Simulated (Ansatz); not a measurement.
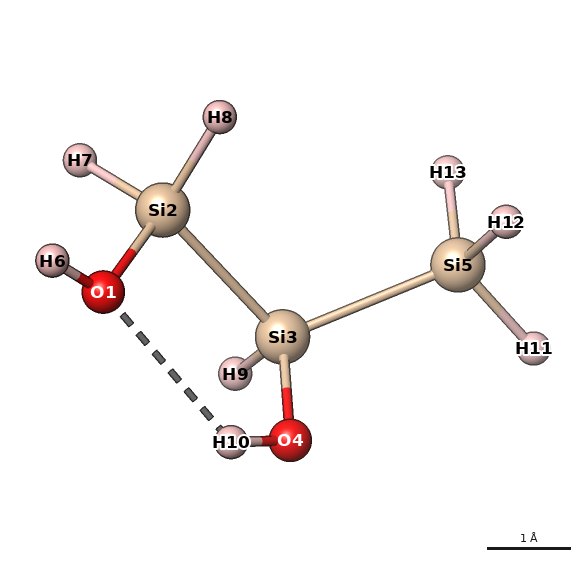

Broken lines mark hydrogen bonds. Computed geometry: PBE0-D4/def2-TZVP optimisation. No frequency run is at hand to confirm it as a minimum.

Tabulate the hydrogen bonds (donors O, N, F, S, Cl) with their geometry.

```csv
D–H···A,D–H (Å),H···A (Å),angle (°),kind
O4–H10···O1,0.96,2.44,125,intramolecular
```
